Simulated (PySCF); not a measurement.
# MoOCl: structure of the quartet

Aim: relax MoOCl as a quartet from a bent start, check by its vibrations whether the end is a minimum, and collect its spectrum and constants.

Program: PySCF 2.14.0. Level of theory: PBE0, basis Mo def2-TZVP with ECP28, O def2-TZVP, Cl def2-TZVP, scalar-relativistic core potentials, no spin–orbit coupling, density fitting. These are calculated values, not measurements.

**1. The system as given**

3 atoms, charge 0, spin multiplicity 4.

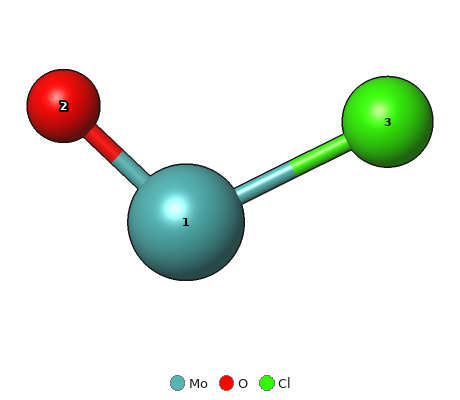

As it starts; molybdenum teal, oxygen red, chlorine green; atoms are numbered from 1 in the order of the file.

```xyz
3
charge 0 multiplicity 4
Mo    0.0000    0.0000    0.0000
O    -1.4581    0.0000    1.0210
Cl    1.9414    0.0000    1.3594
```

**2. The SCF at the typed geometry**

The steps below are one call of a driver around PySCF. For each, scf.py gives the equivalent set-up of the SCF; relaxations use the driver's own optimiser. After this first run the driver tries any further starts and a stability analysis.

File scf.py:

```python
from pyscf import gto, scf, dft
mol = gto.M(atom='''
Mo     0.000000     0.000000     0.000000
O     -1.458100     0.000000     1.021000
Cl     1.941400     0.000000     1.359400''',
    basis={'Mo': 'def2-TZVP', 'O': 'def2-TZVP', 'Cl': 'def2-TZVP'},
    ecp={'Mo': 'def2-TZVP'},
    charge=0, spin=3)
mf = dft.UKS(mol, xc='PBE0')
mf.grids.atom_grid = (50, 194)
aux = {'Mo': 'def2-universal-JKFIT', 'O': 'def2-universal-JKFIT', 'Cl': 'def2-universal-JKFIT'}
mf = mf.density_fit(auxbasis=aux)
mf.conv_tol = 1e-08
mf.diis_space = 10
mf.max_cycle = 60
mf.init_guess = 'minao'
mf.verbose = 4
mf.kernel()
```

Run with:

```sh
$ OMP_NUM_THREADS=4 python axn.py task.json out
```

Output:

```text
init E= -596.873679056425
[... the frontier-level lines of each cycle are left out ...]
cycle= 1 E= -603.192045478583  delta_E= -6.32  |g|= 0.739  |ddm|= 2.63
cycle= 2 E= -598.73269836145  delta_E= 4.46  |g|= 2.78  |ddm|=  1.9
cycle= 3 E= -603.370274003153  delta_E= -4.64  |g|= 0.352  |ddm|= 1.76
cycle= 4 E= -603.417875215849  delta_E= -0.0476  |g|= 0.173  |ddm|= 0.394
cycle= 5 E= -603.430658336547  delta_E= -0.0128  |g|= 0.0764  |ddm|= 0.183
cycle= 6 E= -603.433754189055  delta_E= -0.0031  |g|= 0.0204  |ddm|= 0.0727
cycle= 7 E= -603.434074806462  delta_E= -0.000321  |g|= 0.0125  |ddm|= 0.0237
cycle= 8 E= -603.434296226622  delta_E= -0.000221  |g|= 0.00482  |ddm|= 0.0258
cycle= 9 E= -603.43441891981  delta_E= -0.000123  |g|= 0.0024  |ddm|= 0.0265
cycle= 10 E= -603.434471151151  delta_E= -5.22e-05  |g|= 0.00108  |ddm|= 0.0239
cycle= 11 E= -603.434477895412  delta_E= -6.74e-06  |g|= 0.000527  |ddm|= 0.00928
cycle= 12 E= -603.434478427136  delta_E= -5.32e-07  |g|= 0.000273  |ddm|= 0.00201
cycle= 13 E= -603.434478589352  delta_E= -1.62e-07  |g|= 6.79e-05  |ddm|= 0.000941
cycle= 14 E= -603.434478596361  delta_E= -7.01e-09  |g|= 3.01e-05  |ddm|= 0.000142
Extra cycle  E= -603.434478597875  delta_E= -1.51e-09  |g|= 3.75e-05  |ddm|= 8.03e-05
converged SCF energy = -603.434478597875  <S^2> = 3.8116165  2S+1 = 4.0306905
```

This step, with its further starts and checks, took 11 s on 4 threads of Arm Neoverse V1, shared host.

Energies from each starting density:

```csv
start,energy (Eh)
the minimal-basis guess,-603.434479
a thermally smeared density,-603.454637
a smeared PBE density,-603.454637
```

The first run landed in a state that is too high. Following the other starts and the instabilities gains 52.9 kJ/mol (-603.45464 Eh), and the work goes on from there.

**3. Bent start, quartet: relaxation**

The program finds Cs symmetry in the start, which this walk keeps.

Edit scf.py of step 2 so:

```diff
@@ -3,3 +3,3 @@
-Mo     0.000000     0.000000     0.000000
-O     -1.458100     0.000000     1.021000
-Cl     1.941400     0.000000     1.359400''',
+Mo    -0.299366     0.000000    -0.429017
+O     -1.757466     0.000000     0.591983
+Cl     1.642034     0.000000     0.930383''',
@@ -16 +15,0 @@
-mf.init_guess = 'minao'
```

Steps of the walk:

```csv
step,energy (Eh),change (kJ/mol),largest symmetric gradient (Eh/bohr)
0,-603.454637,0.00,0.08796
1,-603.474995,-53.45,0.01875
2,-603.478636,-63.01,0.01113
3,-603.479869,-66.25,0.01171
4,-603.480081,-66.80,0.00124
5,-603.480093,-66.84,0.00064
6,-603.480094,-66.84,0.00012
```

The walk took 12 s.

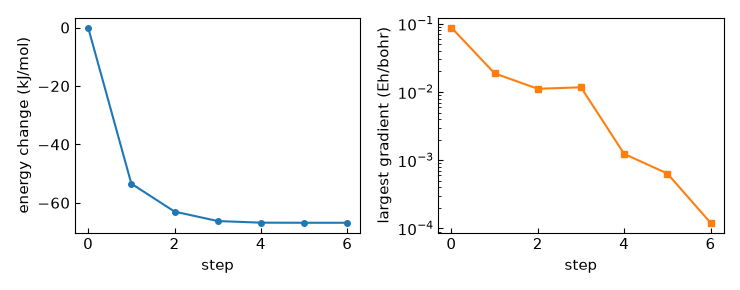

How energy and gradient fall.

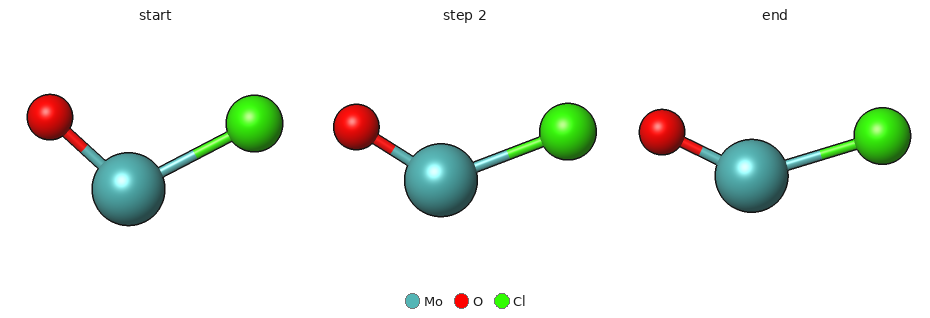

The geometry along the walk, at one scale.

It settles in Cs symmetry, 66.8 kJ/mol below the start, after 6 steps: Mo–Cl 2.281 Å, Mo–O 1.665 Å; Cl–Mo–O 137.0°.

**4. Hessian and properties**

On the finer grid the gradient is checked again; gradients at displacements of ±0.02 bohr then give force constants and infrared intensities.

Edit scf.py of step 3 so:

```diff
@@ -3,3 +3,3 @@
-Mo    -0.299366     0.000000    -0.429017
-O     -1.757466     0.000000     0.591983
-Cl     1.642034     0.000000     0.930383''',
+Mo    -0.317968     0.000000    -0.280580
+O     -1.895467     0.000000     0.252208
+Cl     1.756885     0.000000     0.665535''',
@@ -10 +10 @@
-mf.grids.atom_grid = (50, 194)
+mf.grids.atom_grid = (75, 302)
@@ -13 +13 @@
-mf.conv_tol = 1e-08
+mf.conv_tol = 1e-10
```

The driver hands on the density of the step before, so the log starts near convergence.

Log of the central SCF (cycles and frontier levels):

```text
init E= -603.480028413697
[... the frontier-level lines of each cycle are left out ...]
cycle= 1 E= -603.480028413686  delta_E= 1.14e-11  |g|= 7.36e-06  |ddm|= 1.1e-05
Extra cycle  E= -603.480028413623  delta_E= 6.32e-11  |g|= 1.36e-05  |ddm|= 1.75e-05
converged SCF energy = -603.480028413623  <S^2> = 3.78359  2S+1 = 4.0167599
```

The whole step took 44 s.

Geometry: Cs; Mo–Cl 2.280 Å, Mo–O 1.665 Å; Cl–Mo–O 136.8°.

Modes, for the most abundant isotopes:

```tsv
symmetry	ω (cm⁻¹)	IR (km/mol)	μ (u)	type
a'	146	5.2	21.88	bend
a'	402	60.0	40.86	stretch
a'	1033	206	18.10	stretch
```

All wavenumbers are real: a minimum.

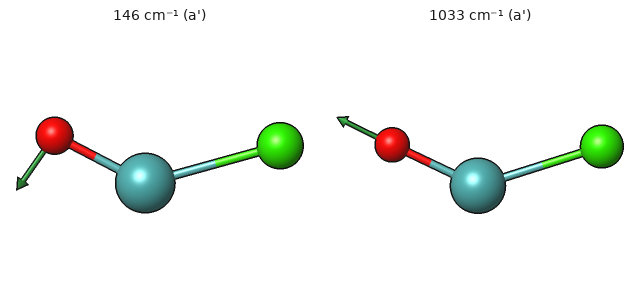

Displacements of 2 of the modes, as arrows (one member where a mode is degenerate).

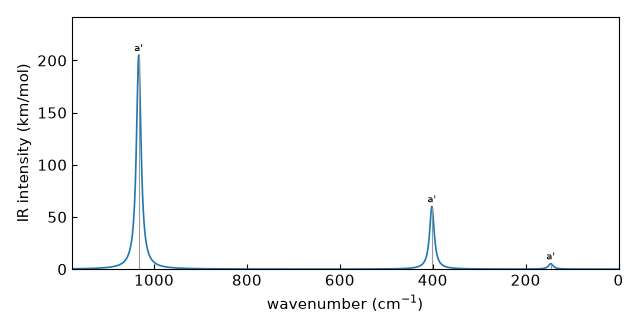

The harmonic infrared spectrum (widths in cm⁻¹). Lines are broadened to a width of 12 cm⁻¹ (Lorentzian).

Properties at this point:

```
Dipole moment                                                   : 1.55 D
Highest occupied level                                          : -6.49 eV
Lowest empty level                                              : -3.05 eV
Rotational constants                                            : 1.264, 0.09054, 0.08449 cm⁻¹
Zero-point energy                                               : 9.5 kJ/mol
Principal polarisabilities                                      : 48.0, 50.9, 70.0 bohr³
Atomisation energy without zero-point energy                    : 944 kJ/mol
Principal traceless quadrupole moments about the centre of mass : -8.19, 3.10, 5.09 D Å
Entropy at 298.15 K and 1 bar (electronic part: spin only)      : 301.6 J/(mol K)
Heat capacity Cp at 298.15 K                                    : 48.8 J/(mol K)
Enthalpy at 298.15 K above 0 K                                  : 12.52 kJ/mol
Rotational symmetry number                                      : 1
Spin squared ⟨S²⟩                                               : 3.784
```

Charges (e) and bond orders:

```tsv
atom	Mulliken	Löwdin	polar tensor	spin (Mulliken)	Mayer order to Mo1
Mo1	0.95	0.29	1.25	3.16	–
O2	-0.53	-0.27	-0.72	-0.13	2.13
Cl3	-0.42	-0.02	-0.53	-0.02	0.97
```

Mulliken populations on Mo1 (outside its core potential): s 2.60, p 6.22, d 4.18, f 0.04.

**5. What came out**

```
                                          quantity                                        value
                                           minimum                                  quartet, Cs
                                          geometry  Mo–Cl 2.280 Å, Mo–O 1.665 Å; Cl–Mo–O 136.8°
                                wavenumbers (cm⁻¹)                146 (a'), 402 (a'), 1033 (a')
                                     dipole moment                                       1.55 D
highest occupied, lowest empty level (either spin)                              -6.49, -3.05 eV
                        polar-tensor charge of Mo1                                      +1.25 e
                                 zero-point energy                                   9.5 kJ/mol
                               entropy at 298.15 K                              301.6 J/(mol K)
         atomisation energy (no zero-point energy)                                   944 kJ/mol
                                              ⟨S²⟩                                        3.784
```

In words: The molecule stays Cs, as typed, and the end point is a minimum. The strongest infrared band lies at 1033 cm⁻¹ (a', stretch). Most of the spin sits on Mo1 (Mulliken spin 3.16, against 3 for the whole molecule). The first SCF alone would have been 53 kJ/mol too high. Other starts or spin states, not run here, may lie lower. Open d and f shells are described by one determinant, and the ground state may have another occupation or spin.

The search up to here took 68 s.
